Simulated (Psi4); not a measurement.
**Interaction calculation, with input and output: BP$_{2}$H$_{5}$ (part 1 of 2)**

- system: BP$_{2}$H$_{5}$, SMILES [BH].PP
- method: CAM-B3LYP/6-31+G*, RKS (Psi4 1.11)

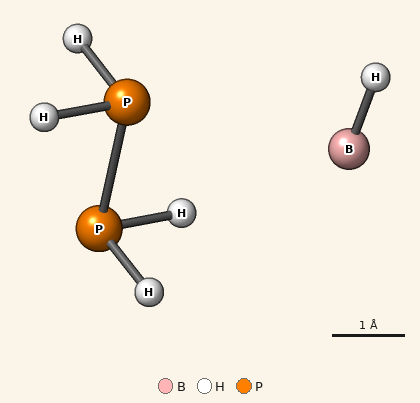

Fig. 1: The structure (ball-and-stick view, seen at a tilt). Bond lengths as drawn: B–H 1.23 Å, H–P 1.42 Å and P–P 2.23 Å.

### Summary

| quantity | value |
| --- | --- |
| outcome | converged |
| hardware | 1 thread of AMD EPYC (Zen 3), 24 GiB of memory available, shared host |
| wall time | 12 s |
| peak memory | 0.62 GiB |

### Input (calc.dat)
```
memory 1.6 GB

molecule {
  0 1
  B      0.000000     0.000000    -0.616200
  H      0.000000     0.000000     0.616200
  --
  0 1
  P      2.363320     2.358710    -0.520560
  P      2.235910     2.038960    -2.720970
  H      3.679060     1.827020    -0.429720
  H      2.855910     3.686270    -0.651160
  H      0.916840     2.562250    -2.811470
  H      1.751920     0.708400    -2.589310
  units angstrom
  symmetry c1
  no_reorient
  no_com
}

set {
  basis 6-31+G*
}

energy("cam-b3lyp", bsse_type='nocp')
```

Run as:
```bash
psi4 -n 1 calc.dat calc.out
```

### Output
```
Psi4 1.11 release

  //>>>>>>>>>>>>>>>>>>>>>>>>>>>>>>>>>>>//
  //   ManyBody Setup: N-Body Levels 2 //
  //<<<<<<<<<<<<<<<<<<<<<<<<<<<<<<<<<<<//

    Model chemistry "(auto)" (§A):          3
        Number of 1-body computations:      2 (nocp: 2, cp: 0, vmfc_compute: 0)
        Number of 2-body computations:      1 (nocp: 1, cp: 0, vmfc_compute: 0)

    -----------------------------------------------------------------------
                               Psi4 1.11 release

    h
    h
    h

    -----------------------------------------------------------------------

    Memory:     1.5 GiB
    Threads:    1
                ecpint, einsums, f̶o̶r̶t̶e̶, gauxc, gcp, g̶d̶m̶a̶, geometric, g̶p̶u̶_̶d̶f̶c̶c̶,
                i̶n̶t̶e̶g̶r̶a̶t̶o̶r̶x̶x̶, i̶p̶i̶, libefp, m̶d̶i̶, m̶p̶2̶d̶, m̶r̶c̶c̶, ooo,
                o̶p̶e̶n̶f̶e̶r̶m̶i̶o̶n̶p̶s̶i̶4̶, pcmsolver, p̶s̶i̶4̶f̶o̶c̶k̶c̶i̶, p̶s̶i̶x̶a̶s̶,
                p̶y̶e̶i̶n̶s̶u̶m̶s̶, r̶e̶s̶p̶, s̶i̶m̶i̶n̶t̶, s̶n̶s̶m̶p̶2̶,
                v̶2̶r̶d̶m̶_̶c̶a̶s̶s̶c̶f̶

   => Loading Basis Set <=

    Name: 6-31+G*
    Role: ORBITAL
    Keyword: BASIS

         ---------------------------------------------------------
                                   SCF
                              RKS Reference
                        1 Threads,   1525 MiB Core
         ---------------------------------------------------------

  ==> Geometry <==

    Molecular point group: c1
    Full point group: C_inf_v

    Geometry (in Bohr), charge = 0, multiplicity = 1:

       Center              X                  Y                   Z               Mass
    ------------   -----------------  -----------------  -----------------  -----------------
         B            0.000000000000     0.000000000000    -1.164449238507    11.009305360000
         H            0.000000000000     0.000000000000     1.164449238507     1.007825032230

  Running in c1 symmetry.

  Rotational constants: A = ************  B =      3.69447  C =      3.69447 [cm^-1]
  Rotational constants: A = ************  B = 110757.47284  C = 110757.47284 [MHz]
  Nuclear repulsion =    2.146937725860136

  Charge       = 0
  Multiplicity = 1
  Electrons    = 6
  Nalpha       = 3
  Nbeta        = 3

  ==> Algorithm <==

  SCF Algorithm Type is DF.
  DIIS enabled.
  MOM disabled.
  Fractional occupation disabled.
  Guess Type is SAD.
  Energy threshold   = 1.00e-06
  Density threshold  = 1.00e-06
  Integral threshold = 1.00e-12

  ==> Primary Basis <==

  Basis Set: 6-31+G*
    Blend: 6-31+G*
    Number of shells: 10
    Number of basis functions: 21
    Number of Cartesian functions: 21
    Spherical Harmonics?: false
    Max angular momentum: 2

  ==> DFT Potential <==

   => LibXC <=

    Version 7.1.2

   => Composite Functional: CAM-B3LYP <=

    CAM-B3LYP Hyb-GGA Exchange-Correlation Functional

    Deriv               =              1
    GGA                 =           TRUE
    Meta                =          FALSE

    Exchange Hybrid     =           TRUE
    MP2 Hybrid          =          FALSE

   => Exchange Functionals <=

    0.3500         Becke 88 [omega = 0.3300]
    0.4600   Short-range recipe for B88 functional - erf [omega = 0.3300]

   => Exact (HF) Exchange <=

    0.4600            HF,LR [omega = 0.3300]
    0.1900               HF

   => Correlation Functionals <=

    0.1900   Vosko, Wilk & Nusair (VWN5)
    0.8100   Lee, Yang & Parr

   => LibXC Density Thresholds  <==

    XC_HYB_GGA_XC_CAM_B3LYP:  1.00E-14

   => Molecular Quadrature <=

    Radial Scheme          =       TREUTLER
    Pruning Scheme         =           NONE
    Nuclear Scheme         =       TREUTLER

    Blocking Scheme        =         OCTREE
    BS radius alpha        =              1
    Pruning alpha          =              1
    Radial Points          =             75
    Spherical Points       =            302
    Total Points           =          44591
    Total Blocks           =            410
    Max Points             =            254
    Max Functions          =             21
    Weights Tolerance      =       1.00E-15

   => Loading Basis Set <=

    Name: (6-31+G* AUX)
    Role: JKFIT
    Keyword: DF_BASIS_SCF

  ==> Integral Setup <==

  DFHelper Memory: AOs need 0.001 GiB; user supplied 1.091 GiB.
  SCF_SUBTYPE=INCORE selected. In-core MEM_DF algorithm will be used.
  Using in-core AOs.

  ==> MemDFJK: Density-Fitted J/K Matrices <==

    J tasked:                   Yes
    K tasked:                   Yes
    wK tasked:                  Yes
    Omega:                3.300E-01
    Memory [MiB]:              1116
    Algorithm:                 Core
    Schwarz Cutoff:           1E-12
    Mask sparsity (%):       0.0000
    Fitting Condition:        1E-10

   => Auxiliary Basis Set <=

  Basis Set: (6-31+G* AUX)
    Blend: HEAVY-AUG-CC-PVDZ-JKFIT
    Number of shells: 37
    Number of basis functions: 126
    Number of Cartesian functions: 126
    Spherical Harmonics?: false
    Max angular momentum: 3

  Cached 100.0% of DFT collocation blocks in 0.027 [GiB].

  Minimum eigenvalue in the overlap matrix is 3.0427427569E-02.
  Reciprocal condition number of the overlap matrix is 6.7761446240E-03.
    Using symmetric orthogonalization.

  ==> Pre-Iterations <==

  SCF Guess: Superposition of Atomic Densities via on-the-fly atomic UHF (no occupation information).

   -------------------------
    Irrep   Nso     Nmo
   -------------------------
     A         21      21
   -------------------------
    Total      21      21
   -------------------------

  ==> Iterations <==

                           Total Energy        Delta E     RMS |[F,P]|

   @DF-RKS iter SAD:   -24.74100978843468   -2.47410e+01   0.00000e+00
   @DF-RKS iter   1:   -25.25884838857974   -5.17839e-01   4.15068e-03 ADIIS/DIIS
   @DF-RKS iter   2:   -25.26507548057432   -6.22709e-03   1.12230e-03 ADIIS/DIIS
   @DF-RKS iter   3:   -25.26545012457549   -3.74644e-04   1.01377e-04 ADIIS/DIIS
   @DF-RKS iter   4:   -25.26545462528557   -4.50071e-06   1.64448e-05 DIIS
   @DF-RKS iter   5:   -25.26545479279159   -1.67506e-07   1.57172e-06 DIIS
   @DF-RKS iter   6:   -25.26545479588618   -3.09459e-09   4.08748e-07 DIIS
  Energy and wave function converged.

  ==> Post-Iterations <==

   Electrons on quadrature grid:
      Ntotal   =    6.0000002505 ; deviation = 2.505e-07

    Orbital Energies [Eh]
    ---------------------

    Doubly Occupied:

       1A     -6.918260     2A     -0.556602     3A     -0.294216

    Virtual:

       4A     -0.042486     5A     -0.042486     6A      0.043064
       7A      0.076650     8A      0.088291     9A      0.088291
      10A      0.222256    11A      0.530701    12A      0.555219
      13A      0.555219    14A      0.670099    15A      0.956529
      16A      1.312803    17A      1.312803    18A      1.329260
      19A      1.329260    20A      1.733770    21A      3.387366

    Final Occupation by Irrep:
              A
    DOCC [     3 ]
    NA   [     3 ]
    NB   [     3 ]

  @DF-RKS Final Energy:   -25.26545479588618

   => Energetics <=

    Nuclear Repulsion Energy =              2.1469377258601359
    One-Electron Energy =                 -37.2214575380517800
    Two-Electron Energy =                  12.8399727365220553
    DFT Exchange-Correlation Energy =      -3.0309077202165895
    Empirical Dispersion Energy =           0.0000000000000000
    VV10 Nonlocal Energy =                  0.0000000000000000
    Total Energy =                        -25.2654547958861784

Computation Completed

Properties will be evaluated at   0.000000,   0.000000,   0.000000 [a0]

Properties computed using the SCF density matrix

 Multipole Moments:

 ------------------------------------------------------------------------------------
     Multipole            Electronic (a.u.)      Nuclear  (a.u.)        Total (a.u.)
 ------------------------------------------------------------------------------------

 L = 1.  Multiply by 2.5417464519 to convert [e a0] to [Debye]
 Dipole X            :          0.0000000            0.0000000            0.0000000
 Dipole Y            :          0.0000000            0.0000000            0.0000000
 Dipole Z            :          5.3193259           -4.6577970            0.6615290
 Magnitude           :                                                    0.6615290

 ------------------------------------------------------------------------------------

	total time  =          1 seconds =       0.02 minutes

    Psi4 run time: 0:00:01.15

    -----------------------------------------------------------------------
                               Psi4 1.11 release

    h
    h
    h

    -----------------------------------------------------------------------

    Memory:     1.5 GiB
    Threads:    1
                ecpint, einsums, f̶o̶r̶t̶e̶, gauxc, gcp, g̶d̶m̶a̶, geometric, g̶p̶u̶_̶d̶f̶c̶c̶,
                i̶n̶t̶e̶g̶r̶a̶t̶o̶r̶x̶x̶, i̶p̶i̶, libefp, m̶d̶i̶, m̶p̶2̶d̶, m̶r̶c̶c̶, ooo,
                o̶p̶e̶n̶f̶e̶r̶m̶i̶o̶n̶p̶s̶i̶4̶, pcmsolver, p̶s̶i̶4̶f̶o̶c̶k̶c̶i̶, p̶s̶i̶x̶a̶s̶,
                p̶y̶e̶i̶n̶s̶u̶m̶s̶, r̶e̶s̶p̶, s̶i̶m̶i̶n̶t̶, s̶n̶s̶m̶p̶2̶,
                v̶2̶r̶d̶m̶_̶c̶a̶s̶s̶c̶f̶

  ==> Geometry <==

    Molecular point group: c1
    Full point group: C1

    Geometry (in Bohr), charge = 0, multiplicity = 1:

       Center              X                  Y                   Z               Mass
    ------------   -----------------  -----------------  -----------------  -----------------
         P            4.466027546817     4.457315909379    -0.983715831868    30.973761998420
         P            4.225257541172     3.853075980764    -5.141888095587    30.973761998420
         H            6.952415799127     3.452567425734    -0.812053110632     1.007825032230
         H            5.396887738956     6.966040724491    -1.230514063853     1.007825032230
         H            1.732576500865     4.841950764954    -5.312908309941     1.007825032230
         H            3.310648993712     1.338681987274    -4.893086753909     1.007825032230

  Running in c1 symmetry.

  Rotational constants: A =      0.20871  B =      0.01971  C =      0.01817 [cm^-1]
  Rotational constants: A =   6256.85995  B =    590.85508  C =    544.68869 [MHz]
  Nuclear repulsion =   88.618855133790817

  Charge       = 0
  Multiplicity = 1
  Electrons    = 34
  Nalpha       = 17
  Nbeta        = 17

  ==> Primary Basis <==

  Basis Set: 6-31+G*
    Blend: 6-31+G*
    Number of shells: 28
    Number of basis functions: 54
    Number of Cartesian functions: 54
    Spherical Harmonics?: false
    Max angular momentum: 2

   => Molecular Quadrature <=

    Radial Scheme          =       TREUTLER
    Pruning Scheme         =           NONE
    Nuclear Scheme         =       TREUTLER
```
